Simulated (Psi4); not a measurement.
**MP2/def2-SVPD run of SiHCl2F (SMILES F[SiH](Cl)Cl)**

Aim: the vertical electron affinity of SiHCl2F at MP2/def2-SVPD, from 2 runs. 

Program for the calculation: Psi4 1.11.

## Step 1: The system as given

SiHCl2F has 5 atoms, charge 0, and is taken as a singlet. As SMILES, `F[SiH](Cl)Cl`. Geometry: relaxed at PBE0-D4/def2-TZVP.

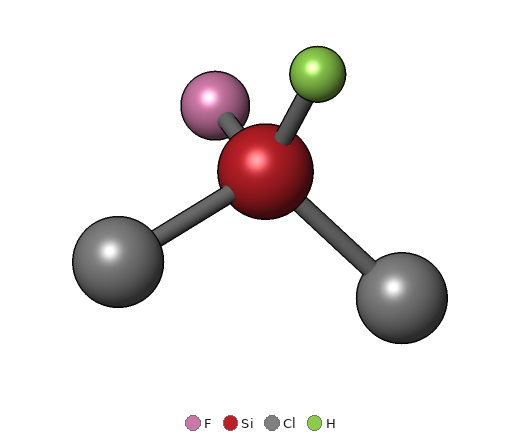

The structure, seen from a chosen angle (fluorine pink, silicon red, chlorine grey, hydrogen green).

## Step 2: A single-point energy at MP2/def2-SVPD

File cl2fhsi.xyz:

```xyz
5
Cl2FHSi
F      0.035500    -0.682700     1.466900
Si     0.115700    -0.048400     0.020800
Cl    -0.511900     1.872300     0.131500
Cl    -1.092800    -1.108700    -1.208300
H      1.503300    -0.106100    -0.452400
```

File calc.py:

```python
import psi4

psi4.set_memory(2200000000)
psi4.set_num_threads(1)
psi4.set_output_file('output.dat', False)

with open('cl2fhsi.xyz') as f:
    atoms = ''.join(f.readlines()[2:])
m = psi4.geometry('0 1\n' + atoms + 'symmetry c1')

psi4.set_options({
    'basis': 'def2-SVPD',
    'puream': True,
    'e_convergence': 1e-09,
    'd_convergence': 1e-08,
    'scf_type': 'pk',
    'num_frozen_docc': 16,
    'mp2_type': 'conv',
})

result = psi4.energy("mp2", molecule=m)
print(f'mp2 energy: {result:.10f} Eh')
```

Command:

```bash
$ python calc.py
```

output.dat:

```text
[...]
  Running in c1 symmetry.
[...]
  Nuclear repulsion =  281.098498196901915
[...]
  Multiplicity = 1
[...]
  Nalpha       = 29
  Nbeta        = 29
[...]
    Number of basis functions: 109
[...]
   @RHF iter   1: -1307.62206741094383   -2.52519e-01   3.21397e-03 DIIS/ADIIS
[...]
   @RHF iter  11: -1307.67799198766375   -3.41061e-12   2.87571e-09 DIIS
[...]
    Orbital Energies [Eh]
    ---------------------
    Doubly Occupied:
       1A   -104.827702     2A   -104.827693     3A    -68.906145
       4A    -26.322221     5A    -10.589827     6A    -10.589819
       7A     -8.064498     8A     -8.064494     9A     -8.061837
      10A     -8.061830    11A     -8.061807    12A     -8.061802
      13A     -6.260489    14A     -4.372924    15A     -4.372561
      16A     -4.370507    17A     -1.603808    18A     -1.145957
      19A     -1.117382    20A     -0.796674    21A     -0.710241
      22A     -0.707354    23A     -0.669619    24A     -0.568787
      25A     -0.568360    26A     -0.515538    27A     -0.495155
      28A     -0.487822    29A     -0.480851
[...]
  @RHF Final Energy: -1307.67799198766375
   => Energetics <=
    Nuclear Repulsion Energy =            281.0984981969019145
    One-Electron Energy =               -2370.1855762535424219
    Two-Electron Energy =                 781.4090860689768760
    Total Energy =                      -1307.6779919876637450
[...]
 Multipole Moments:
 ------------------------------------------------------------------------------------
     Multipole            Electronic (a.u.)      Nuclear  (a.u.)        Total (a.u.)
 ------------------------------------------------------------------------------------
 L = 1.  Multiply by 2.5417464519 to convert [e a0] to [Debye]
 Dipole X            :         -1.6728513            2.0671737            0.3943224
 Dipole Y            :          0.0194323            0.0333485            0.0527808
 Dipole Z            :          0.6821410           -0.9704010           -0.2882600
 Magnitude           :                                                    0.4912940
[...]
	SCS-MP2 Total Energy (a.u.)        : -1308.23848283065377
	SOS-MP2 Total Energy (a.u.)        : -1308.18672918849256
	SCSN-MP2 Total Energy (a.u.)       : -1307.95125121827436
[...]
	SOS-PI-MP2 Total Energy (a.u.)     : -1308.27151872196418
[...]
	MP2 Total Energy (a.u.)            : -1308.25720058150455
[...]
```

On the terminal:

```text
mp2 energy: -1308.2572005815 Eh
```

It took 8.1 s on 1 thread of Intel Xeon Platinum 8488C (Sapphire Rapids), shared host; peak memory 0.76 GiB.

## Step 3: The doublet anion, same level

File input.in:

```
memory 2200 mb

molecule m {
  -1 2
  F      0.035500    -0.682700     1.466900
  Si     0.115700    -0.048400     0.020800
  Cl    -0.511900     1.872300     0.131500
  Cl    -1.092800    -1.108700    -1.208300
  H      1.503300    -0.106100    -0.452400
  symmetry c1
  no_reorient
  no_com
}

set {
  basis           def2-SVPD
  reference       uhf
  puream          true
  e_convergence   1e-09
  d_convergence   1e-08
  scf_type        pk
  num_frozen_docc 16
  mp2_type        conv
  maxiter         100
}

energy_value, wavefunction = energy("mp2", return_wfn=True)
```

Command:

```bash
$ psi4 -n 1 input.in input.out
```

input.out:

```text
[...]
  Running in c1 symmetry.
[...]
  Nuclear repulsion =  281.098498196901915
[...]
  Multiplicity = 2
[...]
  Nalpha       = 30
  Nbeta        = 29
[...]
    Number of basis functions: 109
[...]
   @UHF iter   1: -1307.51443070563278   -1.44882e-01   3.26031e-03 DIIS/ADIIS
[...]
   @UHF iter  42: -1307.58249243333830   -9.77707e-12   4.05002e-09 DIIS
[...]
   @S^2 Observed:                7.573539587E-01
[...]
    Orbital Energies [Eh]
    ---------------------
    Alpha Occupied:
       1A   -104.641176     2A   -104.641166     3A    -68.689863
       4A    -26.151766     5A    -10.404112     6A    -10.404103
       7A     -7.878251     8A     -7.878244     9A     -7.875926
      10A     -7.875915    11A     -7.875568    12A     -7.875561
      13A     -6.049738    14A     -4.161495    15A     -4.160088
      16A     -4.157454    17A     -1.435334    18A     -0.964191
      19A     -0.936403    20A     -0.625260    21A     -0.542279
      22A     -0.538657    23A     -0.493979    24A     -0.385958
      25A     -0.380751    26A     -0.338255    27A     -0.316120
      28A     -0.305733    29A     -0.301531    30A      0.083885
    Alpha Virtual:
[...]
  @UHF Final Energy: -1307.58249243333830
   => Energetics <=
    Nuclear Repulsion Energy =            281.0984981969019145
    One-Electron Energy =               -2380.9765099537853530
    Two-Electron Energy =                 792.2955193235452498
    Total Energy =                      -1307.5824924333383024
  UHF NO Occupations:
  HONO-2 :   28  A 1.9990611
  HONO-1 :   29  A 1.9979662
  HONO-0 :   30  A 1.0000000
  LUNO+0 :   31  A 0.0020338
  LUNO+1 :   32  A 0.0009389
[...]
 Multipole Moments:
 ------------------------------------------------------------------------------------
     Multipole            Electronic (a.u.)      Nuclear  (a.u.)        Total (a.u.)
 ------------------------------------------------------------------------------------
 L = 1.  Multiply by 2.5417464519 to convert [e a0] to [Debye]
 Dipole X            :         45.8402809          -45.0459686            0.7943123
 Dipole Y            :        -11.7565491           11.4388902           -0.3176589
 Dipole Z            :         10.3811815           -9.9488411            0.4323404
 Magnitude           :                                                    0.9585183
[...]
	SCS-MP2 Total Energy (a.u.)        : -1308.16104044492954
	SOS-MP2 Total Energy (a.u.)        : -1308.10548844933328
	SCSN-MP2 Total Energy (a.u.)       : -1307.87580697008661
[...]
	SOS-PI-MP2 Total Energy (a.u.)     : -1308.19265445199926
[...]
	MP2 Total Energy (a.u.)            : -1308.18497843345631
[...]
```

Run time: 15 s. Hardware: 1 thread of Intel Xeon Platinum 8488C (Sapphire Rapids), shared host; peak memory 0.77 GiB.

## Step 4: What came out

At MP2/def2-SVPD, 16 core orbitals frozen:

| quantity | value |
| --- | --- |
| singlet SiHCl2F: total energy | -1308.25720 Eh |
| singlet SiHCl2F: HOMO energy (Hartree–Fock orbitals) | -13.08 eV |
| singlet SiHCl2F: LUMO energy (Hartree–Fock orbitals) | 2.21 eV |
| singlet SiHCl2F: HOMO–LUMO gap (Hartree–Fock orbitals) | 15.30 eV |
| singlet SiHCl2F: correlation energy (16 core orbitals frozen) | -579.2 mEh |
| doublet anion: total energy | -1308.18498 Eh |
| doublet anion: HOMO energy (Hartree–Fock orbitals) (highest over α and β) | 2.28 eV |
| doublet anion: LUMO energy (Hartree–Fock orbitals) (lowest over α and β) | 5.44 eV |
| doublet anion: correlation energy (16 core orbitals frozen) | -602.5 mEh |
| doublet anion: ⟨S²⟩ of the reference determinant | 0.757 |
| vertical electron affinity (to the doublet anion) | -1.965 eV |

In words: The anion lies 1.97 eV (190 kJ/mol) above the neutral: the electron isn't bound at this level, and such a value depends on the basis. With no_com the log's rotational constants are taken about the origin, not the centre of mass, so they aren't the molecule's. The HOMO (doublet anion) lies at positive energy, 2.28 eV: the electron is unbound at this level or held by a compact basis; values depend on the basis.
